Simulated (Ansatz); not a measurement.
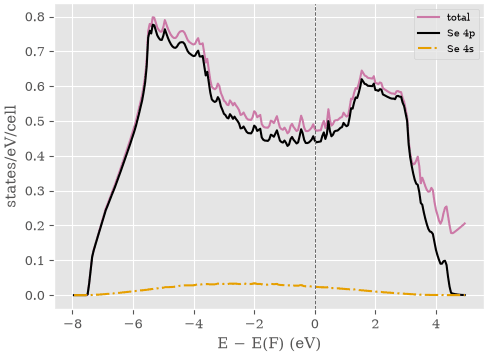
Figure. Total and projected density of states of Se in space group Pm-3m (No. 221; Se on 1b), the program Ansatz at the r²SCAN+D4 level (PAW)

Question: Which orbitals carry the states next to the Fermi level?

Answer: Within 0.5 eV of the Fermi level: Se 4p 93 %, Se 4s 5 %. Projections are on Löwdin-orthogonalised atomic valence shells; empty p or d shells of many metals are not among them.

Question: Where is the tallest occupied peak in this window, and what makes it?

Answer: Near -5.3 eV, about 0.80 states/eV per cell; the largest projected share is Se 4p.

The start of the workflow was typed in or built on a structure type; the Crystallography Open Database copy checked does not list it. It is not the phase usual at ambient conditions (space group No. 152). The r²SCAN+D4 relaxation kept the symmetry of its start; its stability against distortions is not shown here. The volume moved by -20 % from the start of the relaxation. Scalar-relativistic: spin–orbit coupling is off unless named, which matters more the heavier the elements.

Potentials: the earlier of the program's two PAW sets.
